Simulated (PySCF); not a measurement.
## Two runs on Si₂H₅Br

System: Si₂H₅Br, SMILES [SiH3][SiH2]Br.
Method of the first run: TDDFT PBE0/aug-cc-pVTZ, vertical, gas phase, core orbitals frozen in the response (PySCF 2.14.0).

The geometry comes from this level: PBE0-D3(BJ)/def2-SVP. Text and figures count atoms from 1; the logs count them from 0 in places.

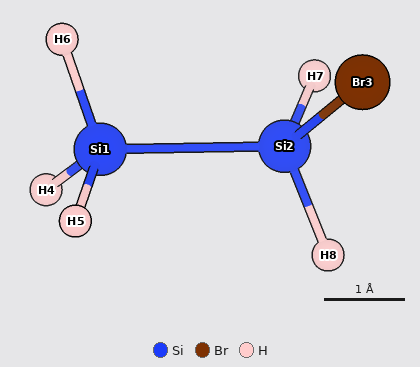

**Figure 1.** The structure (ball-and-stick view, seen at an oblique angle; atoms are numbered from 1 in the order of the input). Bond lengths as drawn: Br–Si 2.24 Å, H–Si 1.49 to 1.50 Å and Si–Si 2.34 Å.

### The input, the first run
```
{"job": {"kind": "uv", "xc": "PBE0", "basis": "aug-cc-pVTZ"}, "charge": 0, "multiplicity": 1}
Si     0.538586    -0.062135     0.178504
Si    -1.720913    -0.634271     0.405971
Br    -2.927448     0.709197    -0.914872
H      1.364889    -0.928896     1.074863
H      0.961814    -0.267883    -1.238674
H      0.728757     1.369493     0.558243
H     -2.203329    -0.453178     1.806484
H     -1.982042    -2.040441    -0.020343
```

The first line tells a small driver script what to run in PySCF; the rest is the geometry in Å.

Command:
```bash
OMP_NUM_THREADS=1 python <driver script> task.json out
```

Hardware: 1 CPU thread, shared host.

### Output (the first run)
```
coarse grid: 32520 points
cycle   1  E = -3155.6954897569  dE = -1.162e+00  |g| = 2.460e-01  |ddm| = 5.696e+00
cycle   2  E = -3155.6979847729  dE = -2.495e-03  |g| = 1.636e-01  |ddm| = 8.154e-01
cycle   3  E = -3155.7046794595  dE = -6.695e-03  |g| = 6.396e-02  |ddm| = 4.031e-01
cycle   4  E = -3155.7057810932  dE = -1.102e-03  |g| = 4.724e-03  |ddm| = 9.666e-02
cycle   5  E = -3155.7057843774  dE = -3.284e-06  |g| = 1.522e-03  |ddm| = 1.122e-02
final grid: 63792 points
cycle   6  E = -3155.7057331628  dE = -2.911e-07  |g| = 1.351e-03  |ddm| = 8.904e-03
cycle   7  E = -3155.7057332681  dE = -1.053e-07  |g| = 1.196e-03  |ddm| = 3.847e-03
cycle   8  E = -3155.7057335274  dE = -2.593e-07  |g| = 6.049e-05  |ddm| = 1.681e-03
cycle   9  E = -3155.7057335287  dE = -1.271e-09  |g| = 1.172e-05  |ddm| = 1.225e-04
cycle  10  E = -3155.7057335287  dE = -3.456e-11  |g| = 3.116e-06  |ddm| = 2.574e-05
converged SCF energy = -3155.7057335287

Static polarisability (au): isotropic 82.580, principal 69.142 78.829 99.768

Singlet excitations
state   eV       nm        f      main configurations
  1   5.7924    214.0   0.02726   H->L 0.98
  2   6.1667    201.1   0.00965   H-1->L 0.98
  3   6.7566    183.5   0.01182   H->L+1 0.97
  4   6.8206    181.8   0.01449   H->L+3 0.94
  5   7.0135    176.8   0.14503   H->L+2 0.90
  6   7.1848    172.6   0.00005   H-1->L+1 0.92
  7   7.2524    171.0   0.00412   H-2->L 0.71, H-1->L+3 0.21
  8   7.3485    168.7   0.02772   H-1->L+3 0.68, H-2->L 0.18
  9   7.4175    167.2   0.00120   H-1->L+2 0.82
 10   7.5044    165.2   0.02593   H->L+4 0.73, H->L+6 0.08

Triplet excitations (Tamm-Dancoff, eV): 5.2236 5.8001 6.0309 6.3012
```

For the second run the input was changed thus:
```diff
-"basis": "aug-cc-pVTZ"
+"basis": "def2-TZVPD"
```

Predict how the results change.

The total energy of the second run is 32.2 kcal/mol higher, which measures the change of basis and not a stability. The strongest computed line goes from 7.01 to 7.13 eV. The number of SCF iterations is the same. The basis functions go from 274 to 188.

### Output (the second run)
```
coarse grid: 32520 points
cycle   1  E = -3155.6434059838  dE = -1.182e+00  |g| = 3.005e-01  |ddm| = 2.093e+00
cycle   2  E = -3155.6467174196  dE = -3.311e-03  |g| = 1.954e-01  |ddm| = 3.756e-01
cycle   3  E = -3155.6535557544  dE = -6.838e-03  |g| = 5.795e-02  |ddm| = 2.088e-01
cycle   4  E = -3155.6545008282  dE = -9.451e-04  |g| = 7.018e-03  |ddm| = 5.196e-02
cycle   5  E = -3155.6545080093  dE = -7.181e-06  |g| = 2.044e-03  |ddm| = 7.607e-03
final grid: 63792 points
cycle   6  E = -3155.6544914692  dE = -2.806e-07  |g| = 2.020e-03  |ddm| = 4.330e-03
cycle   7  E = -3155.6544915526  dE = -8.335e-08  |g| = 1.997e-03  |ddm| = 2.913e-03
cycle   8  E = -3155.6544920614  dE = -5.088e-07  |g| = 6.345e-05  |ddm| = 1.346e-03
cycle   9  E = -3155.6544920628  dE = -1.429e-09  |g| = 1.371e-05  |ddm| = 7.865e-05
cycle  10  E = -3155.6544920629  dE = -7.685e-11  |g| = 2.933e-06  |ddm| = 1.621e-05
converged SCF energy = -3155.6544920629

Static polarisability (au): isotropic 82.284, principal 68.902 78.513 99.436

Singlet excitations
state   eV       nm        f      main configurations
  1   5.7905    214.1   0.02719   H->L 0.98
  2   6.1698    201.0   0.00869   H-1->L 0.98
  3   6.7815    182.8   0.01432   H->L+2 0.52, H->L+1 0.44
  4   6.8660    180.6   0.03370   H->L+1 0.49, H->L+2 0.42
  5   7.1322    173.8   0.11635   H->L+3 0.84
  6   7.2373    171.3   0.00542   H-2->L 0.62, H-1->L+1 0.16, H-1->L+2 0.15
  7   7.2848    170.2   0.00008   H-1->L+1 0.54, H-1->L+2 0.43
  8   7.3280    169.2   0.03461   H-1->L+2 0.36, H-2->L 0.31, H-1->L+1 0.25
  9   7.5458    164.3   0.00082   H-1->L+3 0.93
 10   7.6209    162.7   0.03375   H->L+4 0.81

Triplet excitations (Tamm-Dancoff, eV): 5.2034 5.8084 5.9658 6.3208
```

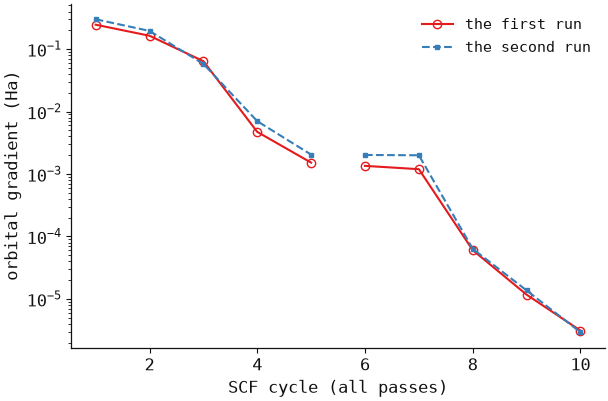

**Figure 2.** Convergence of the two runs: orbital gradient against the SCF cycle. A break in a curve parts two SCF passes (coarse and final grid). The first run takes 10 cycles in all, and the second run takes 10.

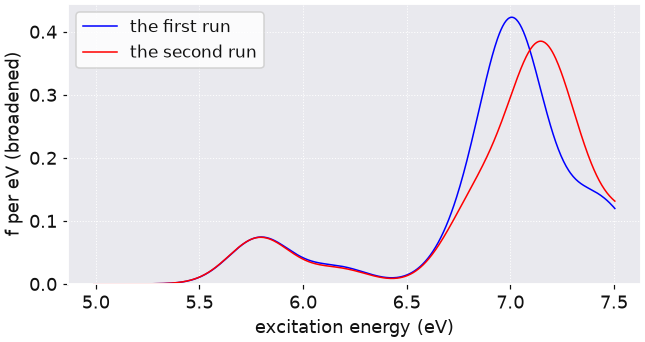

**Figure 3.** Absorption of the two runs from their computed states, each broadened by a Gaussian of 0.35 eV full width; the range ends where the shorter list of states ends.

### The two runs side by side

```csv
quantity,the first run,the second run
outcome,converged,converged
total energy (hartree),−3155.705734,−3155.654492
HOMO (eV),−8.00,−8.01
LUMO (eV),−0.90,−0.90
dipole moment (D),1.45,1.43
lowest excitation (eV),5.79,5.79
SCF iterations,10,10
strongest computed line (eV),7.01,7.13
basis functions,274,188
wall time (shared host),62 s,33 s
```

For both runs: Spin–orbit coupling is left out, which matters for the heavy atoms.
